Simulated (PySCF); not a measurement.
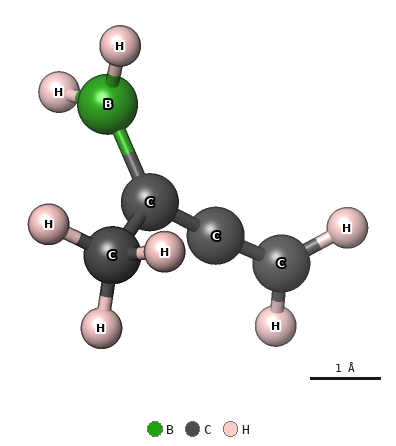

Figure 1. The input geometry (ball-and-stick view, seen at a tilt).

EPR calculation of C4H7B (charge +1)

C4H7B, charge +1, multiplicity 2, SMILES B[C+](C)[C]=C, computed with UKS B3LYP, pcH-1 on B C H, non-relativistic, mean-field spin-orbit, GIAO (PySCF 2.14.0).

It belongs to a series of runs on one base structure; here: electron removed.

### The program's output
```
UKS, coarse grid
  cycle   1  E = -181.08144541  |g| = 2.00e-01
  cycle   2  E = -181.06544617  |g| = 2.78e-01
  cycle   3  E = -181.10243540  |g| = 5.05e-02
  cycle   4  E = -181.10349307  |g| = 2.77e-02
  cycle   5  E = -181.10389556  |g| = 7.04e-03
  cycle   6  E = -181.10391887  |g| = 3.78e-03
  cycle   7  E = -181.10392858  |g| = 1.01e-03
  cycle   8  E = -181.10392890  |g| = 3.57e-04
UKS, final grid
  cycle   1  E = -181.10392444  |g| = 4.20e-04
  cycle   2  E = -181.10392425  |g| = 7.92e-04
  cycle   3  E = -181.10392460  |g| = 8.62e-05
  cycle   4  E = -181.10392462  |g| = 6.01e-05
  cycle   5  E = -181.10392463  |g| = 3.04e-05
  cycle   6  E = -181.10392463  |g| = 5.54e-06
E = -181.10392463 Eh   <S^2> = 0.7563 (exact 0.7500)
g shifts (ppm)      1          2          3
  rmc          -140       -140       -140
  gc             24         -1         22
  oz_so          75        413        690
  total         -42        272        572
hyperfine (MHz)  atom isotope    a_iso     a_fc   dipolar eigenvalues
    0   11B      -3.80      -3.80     -7.18     -3.14     10.32
    1   13C       8.53       8.53    -35.50    -28.65     64.15
    2   13C      17.63      17.63     -6.94     -6.42     13.36
    3   13C       1.74       1.74    -47.16    -26.94     74.10
    4   13C     -11.15     -11.15    -21.03    -15.94     36.97
    5    1H     113.84     113.84     -4.35     -1.04      5.39
    6    1H      23.88      23.88     -3.51     -3.30      6.80
    7    1H      -0.01      -0.01     -4.60     -3.06      7.66
    8    1H       6.97       6.97     -4.85     -3.36      8.21
    9    1H     115.40     115.40     -5.44      0.27      5.17
   10    1H      84.13      84.13     -9.77     -7.04     16.81
   11    1H      85.04      85.04     -9.68     -7.03     16.71
```

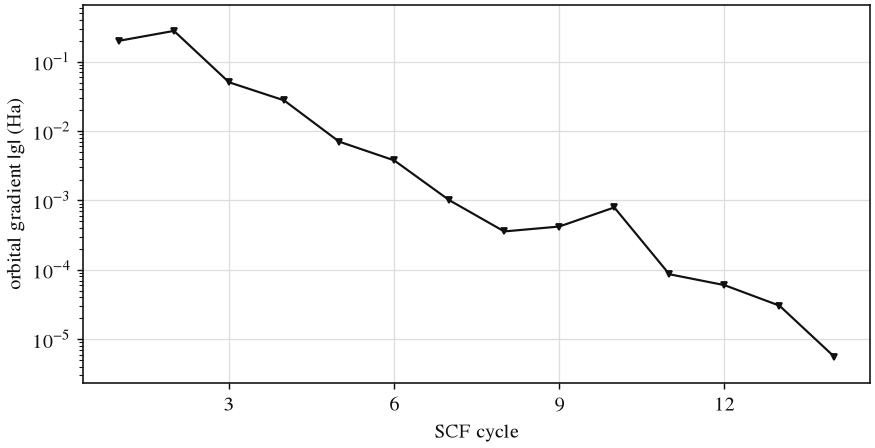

Figure 2. Convergence of the self-consistent field: orbital gradient |g| against the SCF cycle. All cycles printed in the log are drawn one after another.

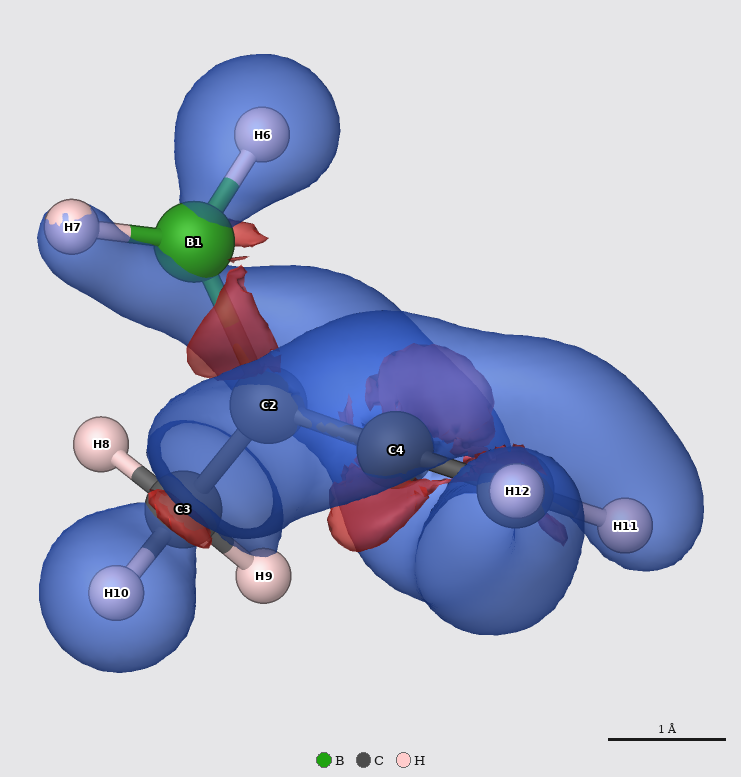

Figure 3. Isosurfaces of the spin density (α minus β) at +0.01 (blue) and −0.01 e/Å³ (red), seen at a tilt. The unpaired spin (1 electron) lies mostly on C4 (about 0.3), C2 (about 0.3) and C5 (about 0.2), in electrons by Hirshfeld's partition.

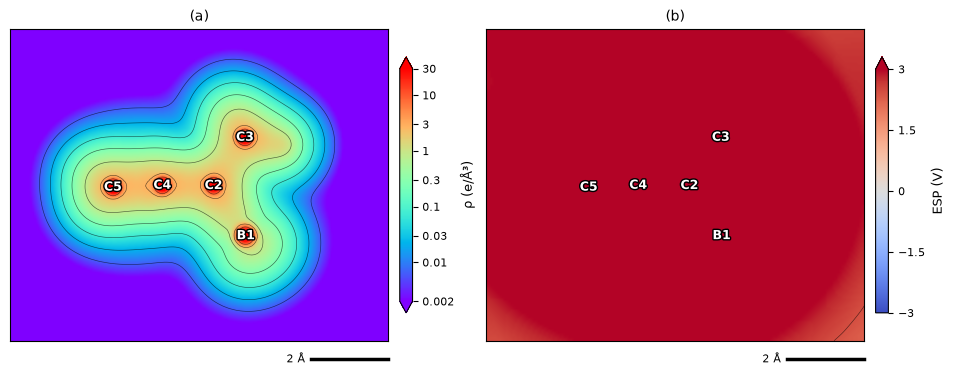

Figure 4. (a) electron density; (b) electrostatic potential on the plane of atoms C3, C2 and C4. The section cuts through B and C sites. C–C (1.33 Å): ρ is about 2.3 e/Å³ halfway. The potential has no marked negative region in this plane.

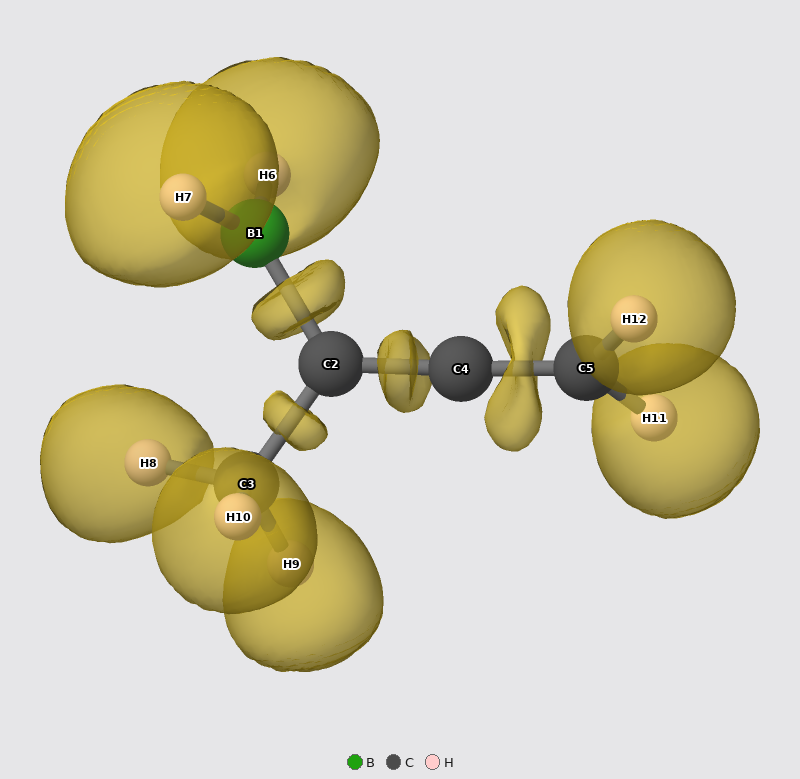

Figure 5. Isosurface of the ELF at 0.85 (yellow), seen face on. Only the valence region is drawn (cores and ρ < 0.01 e/Å³ removed). Profiles from the grid: C–C (1.28 Å): the ELF peaks at about 0.90 between the atoms (a double or triple bond).

This output came from the following input.

### Input
```
{"job": {"kind": "epr", "basis": "pcH-1"}, "charge": 1, "multiplicity": 2}
B     -0.398921     1.636754     0.593191
C     -0.217327     0.175529     0.128152
C     -1.420445    -0.685718     0.320885
C      0.924158    -0.284445    -0.372496
C      2.063454    -0.689677    -0.807222
H     -0.431441     2.464828    -0.229676
H     -0.555618     1.897364     1.717194
H     -2.312551    -0.091896     0.507790
H     -1.579026    -1.352660    -0.524968
H     -1.240010    -1.305053     1.206515
H      2.191526    -1.116836    -1.796045
H      2.977399    -0.648874    -0.225217
```

The first line tells a small driver script what to run in PySCF; the rest is the geometry in Å.

Run as:
```bash
OMP_NUM_THREADS=1 python <driver script> task.json out
```

### Results in brief

- outcome: converged
- total energy: −181.103925 hartree
- ⟨S²⟩: 0.756
- isotropic g: 2.0026
- hardware: 1 CPU thread, shared host
- wall time: 23 s
- peak memory: 0.67 GiB
